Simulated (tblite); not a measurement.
Geometry relaxation, with input and output: C5H8GeN2 (part 4 of 4)

Continued. System: C5H8GeN2, SMILES [NH2][GeH2][c]1ccccn1. Method: GFN2-xTB geometry optimisation, gas phase (tblite 0.8.0). It belongs to a series of runs on one base structure; here: H on Ge replaced by 2-pyridyl.

Geometry of the input (Å):
```
N  2.9532  0.8852  -0.3121
Ge 1.9079  -0.6820  -0.2564
C  0.0698  -0.2044  -0.0374
C  -0.7784  -1.0175  0.6750
C  -2.1175  -0.6703  0.8365
C  -2.5159  0.5079  0.2213
C  -1.6535  1.3191  -0.4989
N  -0.3425  0.9472  -0.6171
H  2.7291  1.4684  -1.1334
H  3.9472  0.6206  -0.2941
H  2.4573  -1.4731  0.9919
H  2.1523  -1.5835  -1.4727
H  -0.4230  -1.9400  1.1504
H  -2.8170  -1.2710  1.3801
H  -3.5522  0.8737  0.2904
H  -2.0243  2.2287  -0.9348
```

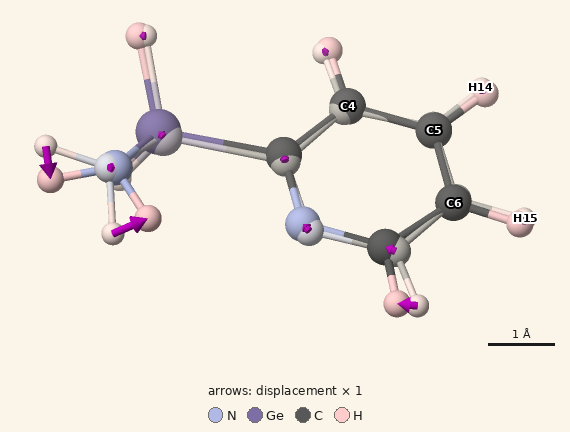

Start (faint) and end (solid) with the displacements as pink arrows, at true length (ball-and-stick view, seen at a tilt). The two geometries are laid on each other by the best rigid fit. Over 58 geometry steps the energy falls by 0.349 eV. The largest force component goes from 2 to 0.01 eV/Å. The largest move after the best rigid fit is that of H9, 0.61 Å. By element the largest moves are H 0.61 Å, C 0.17 Å, N 0.15 Å, Ge 0.11 Å. Among the contacts that change: N1–Ge2 1.885 → 1.805 Å, Ge2–H11 1.577 → 1.506 Å, Ge2–C3 1.912 → 1.959 Å, C7–N8 1.368 → 1.321 Å. Among the angles that change: Ge2–N1–H10 108.8° → 118.5°, N8–C7–H16 121.7° → 115.7°, C7–C6–H15 115.1° → 120.7°. (Atoms are counted from 1 in the order of the input.)

Results in brief

- outcome: converged
- total energy: −612.9815 eV
- wall time: 0.65 s
- peak memory: 0.18 GiB
